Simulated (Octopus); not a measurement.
**AlHSeCl2 (SMILES [Cl][Al]([Cl])[SeH]): a chain of runs**

Wanted: energy and gradient (singlet AlHSeCl2, PZ81 LDA), then energy and gradient (triplet AlHSeCl2, UPZ81 LDA), then energy and forces (singlet AlHSeCl2, PZ81 LDA), then energy and forces (triplet AlHSeCl2, UPZ81 LDA) of AlCl2HSe. The setting varied is the box margin. 

The calculation is run with Octopus 16.4.

6 further runs of the same task are left out: 6 set aside as unsound or not needed.

## 1. The structure to begin with

AlHSeCl2 has 5 atoms, charge 0, and is taken as a singlet. As SMILES, `[Cl][Al]([Cl])[SeH]`. The coordinates come from a PBE0-D4/def2-TZVP relaxation.

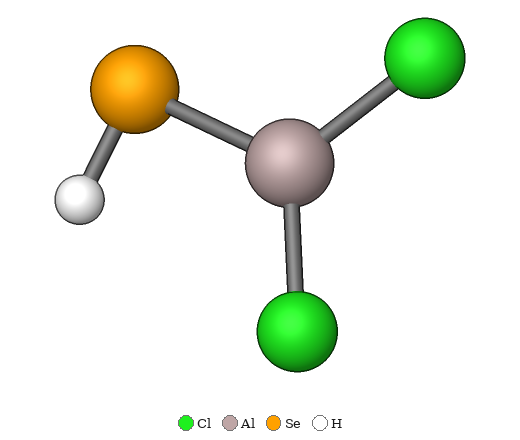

Viewed from a chosen angle; chlorine green, aluminium light grey, selenium orange, hydrogen white.

## 2. Energy and gradient at PZ81 LDA (scalar, in the pseudopotentials, hscv_lda potentials, box margin 3.5 angstrom, extra states 0, grid spacing 0.17 angstrom, mix field default) (run 1)

geometry.xyz

```xyz
5

Cl    -1.139080    -1.373860     1.248380
Al     0.368820    -0.392660     0.203480
Cl     2.317220    -1.110660     0.289280
Se    -0.061780     1.475040    -1.050520
H     -1.485180     1.402140    -0.690620
```

On the command line:

```
OMP_NUM_THREADS=1 octopus > gs.log
```

Standard output:

```text
Version                : 16.4
[... 10 lines left out ...]
** Warning:
[... 19 lines left out ...]
** Warning:
[... 33 lines left out ...]
** Warning:
[... 128 lines left out ...]
Converged eigenvectors: 0
#  State  Eigenvalue [eV]  Occupation    Error
[... 9 lines left out ...]
Converged eigenvectors: 0
#  State  Eigenvalue [eV]  Occupation    Error
[... 55 lines left out ...]
Converged eigenvectors: 0
#  State  Eigenvalue [eV]  Occupation    Error
[... 9 lines left out ...]
Converged eigenvectors: 0
#  State  Eigenvalue [eV]  Occupation    Error
[... 6 lines left out ...]
Info: SCF converged in   19 iterations
[... 1 line left out ...]
**   Some of the states are not fully converged!
[... 1 line left out ...]
Octopus emitted 7 warnings.
```

Wall time 19 s (1 thread of Intel Xeon Platinum 8488C (Sapphire Rapids), shared host); peak memory 0.11 GiB.

## 3. The triplet: energy and gradient at UPZ81 LDA (scalar, in the pseudopotentials, hscv_lda potentials, box margin 3.49998 angstrom, extra states 1, grid spacing 0.170025 angstrom, mix field default) (run 2)

geometry.xyz is that of step 2.

On the command line:

```
OMP_NUM_THREADS=1 octopus > gs.log
```

Standard output:

```text
Version                : 16.4
[... 10 lines left out ...]
** Warning:
[... 36 lines left out ...]
** Warning:
[... 155 lines left out ...]
Converged eigenvectors: 0
[... 25 lines left out ...]
Converged eigenvectors: 0
#  State  Spin  Eigenvalue [eV]  Occupation    Error
[... 5 lines left out ...]
  [output of 5 eigenvalues skipped: maximum error = 3.7E-01]
[... 80 lines left out ...]
Converged eigenvectors: 0
#  State  Spin  Eigenvalue [eV]  Occupation    Error
[... 5 lines left out ...]
  [output of 6 eigenvalues skipped: maximum error = 4.9E-04]
[... 18 lines left out ...]
Converged eigenvectors: 0
#  State  Spin  Eigenvalue [eV]  Occupation    Error
[... 5 lines left out ...]
  [output of 6 eigenvalues skipped: maximum error = 5.5E-04]
[... 16 lines left out ...]
** Warning:
[... 2 lines left out ...]
**   SCF *not* converged after   80 iterations.
[... 1 line left out ...]
Octopus emitted 8 warnings.
```

Wall time 2.5 min (1 thread of Intel Xeon Platinum 8488C (Sapphire Rapids), shared host); peak memory 0.14 GiB.

No converged result was reached.

Run 3 isn't shown in full; the table further down has it.

## 4. The triplet: energy and gradient at UPZ81 LDA (scalar, in the pseudopotentials, hscv_lda potentials, box margin 4 angstrom, extra states 1, grid spacing 0.170025 angstrom, mix field default) (run 4)

geometry.xyz is that of step 3.

On the command line:

```
OMP_NUM_THREADS=1 octopus > gs.log
```

Standard output:

```text
Version                : 16.4
[... 10 lines left out ...]
** Warning:
[... 36 lines left out ...]
** Warning:
[... 155 lines left out ...]
Converged eigenvectors: 0
[... 25 lines left out ...]
Converged eigenvectors: 0
#  State  Spin  Eigenvalue [eV]  Occupation    Error
[... 5 lines left out ...]
  [output of 6 eigenvalues skipped: maximum error = 3.8E-01]
[... 80 lines left out ...]
Converged eigenvectors: 0
#  State  Spin  Eigenvalue [eV]  Occupation    Error
[... 5 lines left out ...]
  [output of 6 eigenvalues skipped: maximum error = 1.9E-04]
[... 18 lines left out ...]
Converged eigenvectors: 0
#  State  Spin  Eigenvalue [eV]  Occupation    Error
[... 5 lines left out ...]
  [output of 6 eigenvalues skipped: maximum error = 1.5E-03]
[... 16 lines left out ...]
** Warning:
[... 2 lines left out ...]
**   SCF *not* converged after   80 iterations.
[... 1 line left out ...]
Octopus emitted 8 warnings.
```

It took 3.5 min on 1 thread of Intel Xeon Platinum 8488C (Sapphire Rapids), shared host; peak memory 0.19 GiB.

The iterations ended before the threshold was met.

## 5. The series

```csv
run,level,box margin,grid spacing,partner,energy (Eh),wall time
1,"PZ81 LDA (scalar, in the pseudopotentials, hscv_lda potentials, box margin 3.5 angstrom, extra states 0, grid spacing 0.17 angstrom, mix field default)",3.5,0.17,base,-42.311022,19 s
2,"UPZ81 LDA (scalar, in the pseudopotentials, hscv_lda potentials, box margin 3.49998 angstrom, extra states 1, grid spacing 0.170025 angstrom, mix field default)",3.49998,0.170025,triplet,not converged,2.5 min
3,"PZ81 LDA (scalar, in the pseudopotentials, hscv_lda potentials, box margin 4 angstrom, extra states 0, grid spacing 0.170025 angstrom, mix field default)",4,0.170025,base,-42.315615,38 s
4,"UPZ81 LDA (scalar, in the pseudopotentials, hscv_lda potentials, box margin 4 angstrom, extra states 1, grid spacing 0.170025 angstrom, mix field default)",4,0.170025,triplet,not converged,3.5 min
```

## 6. Results

| quantity | value |
| --- | --- |
| run 3, PZ81 LDA: total energy | -42.31561 Eh |
| run 3, PZ81 LDA: dipole moment | 1.16 D |
| run 3, PZ81 LDA: HOMO energy | -6.77 eV |
| run 3, PZ81 LDA: largest force on an atom | 0.884 eV/Å |

In words: Over the runs the total energy spans 0.125 eV. All runs together took 6.9 min, the longest 3.5 min. 2 of the 4 runs did not end normally.
